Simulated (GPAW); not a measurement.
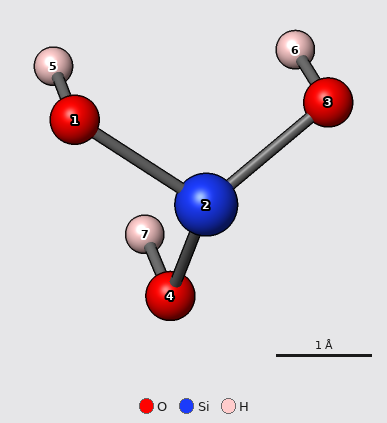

The input geometry (ball-and-stick view, seen at a tilt; atoms are numbered from 1 in the order of the input). Bond lengths as drawn: H–O 0.99 Å and O–Si 1.72 Å.

# Calculation of the molecule and its ions of SiH$_{3}$O$_{3}$ (part 1 of 2)

System: SiH$_{3}$O$_{3}$, multiplicity 2, SMILES O[Si](O)O.
Method: revPBE/real-space grid, UKS, scalar-relativistic datasets (GPAW 26.7.0).

The geometry comes from this level: UFF from SMILES.

### Input file (calc.py)
```python
from ase import Atoms
from ase.io import write
from gpaw import GPAW
from gpaw.utilities.adjust_cell import adjust_cell
from rdkit import Chem
from rdkit.Chem import AllChem

# Geometry
rd = Chem.AddHs(Chem.MolFromSmiles("O[Si](O)O"))
AllChem.EmbedMolecule(rd, randomSeed=685)
AllChem.UFFOptimizeMolecule(rd)
molecule = Atoms([a.GetSymbol() for a in rd.GetAtoms()], positions=rd.GetConformer().GetPositions())
write("start.xyz", molecule)
adjust_cell(molecule, 4.5, h=0.2)

energies = {}
for name, charge, unpaired in [("neutral", 0, 1), ("oxidised", 1, 0), ("reduced", -1, 2)]:
    molecule.set_initial_magnetic_moments([unpaired / len(molecule)] * len(molecule))
    calc = GPAW(mode="fd",
                h=0.2,
                xc="revPBE",
                charge=charge,
                occupations={"name": "fermi-dirac", "width": 0.0, "fixmagmom": unpaired > 0},
                maxiter=150,
                symmetry="off",
                txt="-")
    molecule.calc = calc
    energies[name] = molecule.get_potential_energy()
    print(f'{name:10} {energies[name]:12.5f} eV')

ip = energies["oxidised"] - energies["neutral"]
print(f"Vertical IP             {ip:.3f} eV")
ea = energies["neutral"] - energies["reduced"]
print(f"Vertical EA = {ea:.3f} eV")
```

Hardware: 1 thread of Arm Neoverse V2, 24 GiB of memory available, shared host.

Run as:
```bash
python3 calc.py
```

### Log
```
[00:00:00] UFFTYPER: Unrecognized charge state for atom: 1
[00:00:00] UFFTYPER: Unrecognized charge state for atom: 1
  __  _  _
 | _ |_)|_||  |
 |__||  | ||/\| - 26.7.0

units:  Angstrom and eV
cores:  1
OpenMP: False

Versions:
  Python: 3.12.14
  ASE:    3.29.0
  Numpy:  2.5.5
  Scipy:  1.18.1
  Libxc:  7.0.0

        _gpaw.cpython-312-aarch64-linux-gnu.so

Input parameters:
  mode=FD(),
  charge=0.0,
  h=0.2,
  maxiter=150,
  occupations=Occupations(name='fermi-dirac', width=0.0, fixmagmom=True),
  symmetry=Symmetry(point_group=False, time_reversal=False),
  xc=XC(name='revPBE')

Diagonalizing LCAO Hamiltonian
Converting LCAO to fd mode
        .----------------------------.
       /|                            |
      / |                            |
     /  |                            |
    /   |                            |
   /    |                            |
  /     |                            |
 *      |                            |
 |      |                            |
 |      |          O                 |
 |      |          Si                |
 |      |      O   H  O              |
 |      |      H     H               |
 |      |                            |
 |      .----------------------------.
 |     /                            /
 |    /                            /
 |   /                            /
 |  /                            /
 | /                            /
 |/                            /
 *----------------------------*

Atoms  # Å, Bohr magnetons
|   | symbol |        x |        y |        z |    initial magnetic moments |
|---|--------|----------|----------|----------|-----------------------------|
| 0 |      O | 5.688744 | 7.304443 | 5.969020 | ( 0.0000,  0.0000,  0.1429) |
| 1 |     Si | 5.978861 | 5.684420 | 6.459437 | ( 0.0000,  0.0000,  0.1429) |
| 2 |      O | 7.409531 | 5.097375 | 5.712636 | ( 0.0000,  0.0000,  0.1429) |
| 3 |      O | 4.645171 | 4.695557 | 6.020606 | ( 0.0000,  0.0000,  0.1429) |
| 4 |      H | 5.586102 | 7.256512 | 4.985169 | ( 0.0000,  0.0000,  0.1429) |
| 5 |      H | 7.227841 | 5.150829 | 4.740563 | ( 0.0000,  0.0000,  0.1429) |
| 6 |      H | 4.590469 | 4.767472 | 5.034385 | ( 0.0000,  0.0000,  0.1429) |

Unit cell  # Å
| periodic |         x |         y |         z |   lengths |    angles |
|----------|-----------|-----------|-----------|-----------|-----------|
|       no | 12.000000 |  0.000000 |  0.000000 | 12.000000 | 90.000000 |
|       no |  0.000000 | 12.000000 |  0.000000 | 12.000000 | 90.000000 |
|       no |  0.000000 |  0.000000 | 11.200000 | 11.200000 | 90.000000 |

Number of symmetries: 1
Symmetry operations  # r_c * U_cc + t_c -> r_c
|   | kind |            matrix            |
|---|------|------------------------------|
| 0 |  E   |  1, 0, 0,  0, 1, 0,  0, 0, 1 |

BZ-sampling:
  Number of BZ points: 1
  Number of IBZ points: 1

  Monkhorst-Pack size: [1, 1, 1]
  Monkhorst-Pack shift: [0, 0, 0]

K-points  # in reciprocal-cell coordinates
|   |                                coordinates |     weight |
|---|--------------------------------------------|------------|
| 0 | (  0.00000000,   0.00000000,   0.00000000) | 1.00000000 |

Uniform wave function grid shape: (np.int64(59), np.int64(59), np.int64(55))
Spin-components: 2 (collinear spins)
Bands:           19
Projectors:      29
Spin-degeneracy: 1
Datatype:        float64

  Storage: CPU
  Wave functions: 58_202_320 bytes (58_202_320 per core)

Parallelization:
  kpt:    1
  domain: 1
  band:   1

Density:
  Valence electrons: 25.0
  Components: 2
  Grid points: [60 60 56]
  Charge: 0.0  # |e|

Potential:
  Grid points: [60 60 56]

species:
  O:
    name:    Oxygen
    Z:       8.0
    valence: 6
    core:    2
    charge:  0.0  # [|e|]
    file:    O.revPBE.gz
    compensation charges:
      type: gauss
      rc: 0.21  # [Å]
      lmax: 2
    cutoffs:
      filter: 1.17  # [Å]
      core: 0.83  # [Å]
    projectors
    | kind |    occ | energy [eV] | rcut [Å] |
    |------|--------|-------------|----------|
    |   2s |  2.000 |     -23.998 |    0.688 |
    |   2p |  4.000 |      -8.969 |    0.598 |
    |    s |        |       3.214 |    0.688 |
    |    p |        |      18.243 |    0.598 |
    |    d |        |       0.000 |    0.619 |

    Using partial waves for O as LCAO basis

  Si:
    name:    Silicon
    Z:       14.0
    valence: 4
    core:    10
    charge:  0.0  # [|e|]
    file:    Si.revPBE.gz
    compensation charges:
      type: gauss
      rc: 0.33  # [Å]
      lmax: 2
    cutoffs:
      filter: 1.86  # [Å]
      core: 2.06  # [Å]
    projectors
    | kind |    occ | energy [eV] | rcut [Å] |
    |------|--------|-------------|----------|
    |   3s |  2.000 |     -10.782 |    1.058 |
    |   3p |  2.000 |      -4.060 |    1.058 |
    |    s |        |      16.430 |    1.058 |
    |    p |        |      23.151 |    1.058 |
    |    d |        |       0.000 |    1.058 |

    Using partial waves for Si as LCAO basis

  H:
    name:    Hydrogen
    Z:       1.0
    valence: 1
    core:    0
    charge:  0.0  # [|e|]
    file:    H.revPBE.gz
    compensation charges:
      type: gauss
      rc: 0.15  # [Å]
      lmax: 2
    cutoffs:
      filter: 0.85  # [Å]
      core: 0.53  # [Å]
    projectors
    | kind |    occ | energy [eV] | rcut [Å] |
    |------|--------|-------------|----------|
    |   1s |  1.000 |      -6.547 |    0.476 |
    |    s |        |      20.664 |    0.476 |
    |    p |        |       0.000 |    0.476 |

    Using partial waves for H as LCAO basis

Reference energy: -14054.148116  # eV

eigensolver:
  PPCG
  Converge bands: occupied
  niter=2

density mixing:
  MSR1-Mixer
  Pratt-step length: 0.05
  Maximum mixing coefficient: 0.75
  Old densities: 10
  SVD Regularization: 0.005
  Good broyden scale: 1.0
  Trust region scale: 1.0
  Backstep threshold: 4.0
  History deletion threshold: 6.0
  Fourier metric: weight=20.0, sigma=0.015

occupation numbers:
  Fixed magnetic moment: 1.000
  # Zero width

FastPoissonSolver using
    Stencil: 6*3+1=19 point O(h^6) finite-difference Laplacian
    FFT axes: []
    FST axes: [np.int64(2), np.int64(0), np.int64(1)]

xc functional:
  name: revPBE with 2 nearest neighbor stencil
interpolation: tri-quintic # 5. degree polynomial

Initialization done in: 1.556 s

convergence criteria:
- Maximum [total energy] change in last 3 cyles: 0.0005 eV / valence electron
- Maximum integral of absolute [dens]ity change: 0.0001 electrons / valence electron
- Maximum integral of absolute [eigenst]ate change: 4e-08 eV^2 / valence electron
maximum number of iterations: 150

SCF iterations
|iter     |     time |      energy | eigst |  dens |  magmom |
|---------|----------|-------------|-------|-------|---------|
|iter:   1| 00:00:03 |  -42.079603 | +1.03 |       |  +0.9976|
|iter:   2| 00:00:05 |  -40.907730 | -0.05 | -0.58 |  +0.9977|
|iter:   3| 00:00:08 |  -37.635319 | +0.32 | -0.63 |  +0.9989|
|iter:   4| 00:00:10 |  -37.753604 | -0.61 | -1.10 |  +0.9994|
|iter:   5| 00:00:12 |  -37.811949 | -1.17 | -1.36 |  +1.0000|
|iter:   6| 00:00:14 |  -37.812611 | -2.09 | -2.25 |  +1.0000|
|iter:   7| 00:00:16 |  -37.813070c| -2.99 | -2.57 |  +1.0000|
|iter:   8| 00:00:18 |  -37.813151c| -3.70 | -2.94 |  +1.0000|
|iter:   9| 00:00:21 |  -37.813162c| -4.40 | -3.38 |  +1.0000|
|iter:  10| 00:00:23 |  -37.813164c| -5.15 | -3.88 |  +1.0000|
|iter:  11| 00:00:25 |  -37.813164c| -5.84 | -4.19c|  +1.0000|
|iter:  12| 00:00:27 |  -37.813164c| -6.42 | -4.60c|  +1.0000|
|iter:  13| 00:00:29 |  -37.813164c| -7.25 | -4.94c|  +1.0000|
|iter:  14| 00:00:30 |  -37.813164c| -7.66c| -5.27c|  +1.0000|

Converged in 14 steps
SCF loop duration: 28.308 s (2.022 s/step)
Energy contributions relative to reference atoms: (reference = -14054.148116)

Energy contributions:
  Kinetic:          37.341537
  Coulomb:         -42.740430
  Zero:              1.957511
  External:          0.000000
  Xc:              -34.371782
  Entropy:           0.000000
  Spinorbit:         0.000000
  ----------------------------
  Free energy:     -37.813164
  Extrapolated:    -37.813164

dipole moment: (-0.071898, 0.016743, -0.623294)  # |e|*Ang

Total magnetic moment: (0.000000, 0.000000, 1.000000)

Local magnetic moments
|        x |        y |        z |
|----------|----------|----------|
| 0.000000 | 0.000000 | 0.028815 |  # O    0
| 0.000000 | 0.000000 | 0.315386 |  # Si   1
| 0.000000 | 0.000000 | 0.028839 |  # O    2
| 0.000000 | 0.000000 | 0.028822 |  # O    3
| 0.000000 | 0.000000 | 0.005907 |  # H    4
| 0.000000 | 0.000000 | 0.005915 |  # H    5
| 0.000000 | 0.000000 | 0.005901 |  # H    6

Fermi levels: -2.699, -4.837
Eigenvalues  # (at kpt = [0.000, 0.000, 0.000])
| band index |      eig [eV] | occ [0-1] |      eig [eV] | occ [0-1] |
|------------|---------------|-----------|---------------|-----------|
|          0 |       -25.648 |     1.000 |       -25.564 |     1.000 |
|        ... |               |           |               |           |
|          5 |       -12.471 |     1.000 |       -12.336 |     1.000 |
|          6 |       -10.899 |     1.000 |       -10.862 |     1.000 |
|          7 |        -9.285 |     1.000 |        -9.233 |     1.000 |
|          8 |        -9.283 |     1.000 |        -9.232 |     1.000 |
|          9 |        -8.091 |     1.000 |        -8.039 |     1.000 |
|         10 |        -8.090 |     1.000 |        -8.039 |     1.000 |
|         11 |        -7.272 |     1.000 |        -7.242 |     1.000 |
|         12 |        -5.976 |     1.000 |        -3.697 |     0.000 |
|         13 |        -1.700 |     0.000 |        -1.471 |     0.000 |
|         14 |        -0.411 |     0.000 |        -0.154 |     0.000 |
|         15 |        -0.406 |     0.000 |        -0.147 |     0.000 |
|         16 |         0.797 |     0.000 |         1.229 |     0.000 |
|         17 |         0.803 |     0.000 |         1.280 |     0.000 |
|         18 |         1.172 |     0.000 |         1.295 |     0.000 |

Gap: 1.998 eV
Transition (v -> c):
  (s=1, k=0, n=12, [0.00, 0.00, 0.00]) -> (s=0, k=0, n=13, [0.00, 0.00, 0.00])
No difference between direct/indirect transitions
vacuum-level: 0.000  # V
neutral       -37.81316 eV
  __  _  _
 | _ |_)|_||  |
 |__||  | ||/\| - 26.7.0

units:  Angstrom and eV
cores:  1
OpenMP: False

Versions:
  Python: 3.12.14
  ASE:    3.29.0
  Numpy:  2.5.5
  Scipy:  1.18.1
  Libxc:  7.0.0

        _gpaw.cpython-312-aarch64-linux-gnu.so

Input parameters:
  mode=FD(),
  charge=1,
  h=0.2,
  maxiter=150,
  occupations=Occupations(name='fermi-dirac', width=0.0, fixmagmom=False),
  symmetry=Symmetry(point_group=False, time_reversal=False),
  xc=XC(name='revPBE')

timing:  # [seconds]
  Total: 29.884  # ━━━━━━━━━━━━━━━━━━━━━━━━━━━━━━━━━━━━━━━━━━━━━━━━━━━━━━━━━━
  Init:   1.556  # ━━━
  SCF:   28.308  # ━━━━━━━━━━━━━━━━━━━━━━━━━━━━━━━━━━━━━━━━━━━━━━━━━━━━━━━

Max RSS: 802.613  # MiB

Diagonalizing LCAO Hamiltonian
Converting LCAO to fd mode
        .----------------------------.
       /|                            |
      / |                            |
     /  |                            |
    /   |                            |
   /    |                            |
  /     |                            |
 *      |                            |
 |      |                            |
 |      |          O                 |
 |      |          Si                |
 |      |      O   H  O              |
 |      |      H     H               |
 |      |                            |
 |      .----------------------------.
 |     /                            /
 |    /                            /
 |   /                            /
 |  /                            /
 | /                            /
 |/                            /
 *----------------------------*

Atoms  # Å, Bohr magnetons
|   | symbol |        x |        y |        z |    initial magnetic moments |
|---|--------|----------|----------|----------|-----------------------------|
| 0 |      O | 5.688744 | 7.304443 | 5.969020 | ( 0.0000,  0.0000,  0.0000) |
| 1 |     Si | 5.978861 | 5.684420 | 6.459437 | ( 0.0000,  0.0000,  0.0000) |
| 2 |      O | 7.409531 | 5.097375 | 5.712636 | ( 0.0000,  0.0000,  0.0000) |
| 3 |      O | 4.645171 | 4.695557 | 6.020606 | ( 0.0000,  0.0000,  0.0000) |
| 4 |      H | 5.586102 | 7.256512 | 4.985169 | ( 0.0000,  0.0000,  0.0000) |
| 5 |      H | 7.227841 | 5.150829 | 4.740563 | ( 0.0000,  0.0000,  0.0000) |
| 6 |      H | 4.590469 | 4.767472 | 5.034385 | ( 0.0000,  0.0000,  0.0000) |

Unit cell  # Å
| periodic |         x |         y |         z |   lengths |    angles |
|----------|-----------|-----------|-----------|-----------|-----------|
|       no | 12.000000 |  0.000000 |  0.000000 | 12.000000 | 90.000000 |
|       no |  0.000000 | 12.000000 |  0.000000 | 12.000000 | 90.000000 |
|       no |  0.000000 |  0.000000 | 11.200000 | 11.200000 | 90.000000 |

Number of symmetries: 1
Symmetry operations  # r_c * U_cc + t_c -> r_c
|   | kind |            matrix            |
|---|------|------------------------------|
| 0 |  E   |  1, 0, 0,  0, 1, 0,  0, 0, 1 |

BZ-sampling:
  Number of BZ points: 1
  Number of IBZ points: 1
```
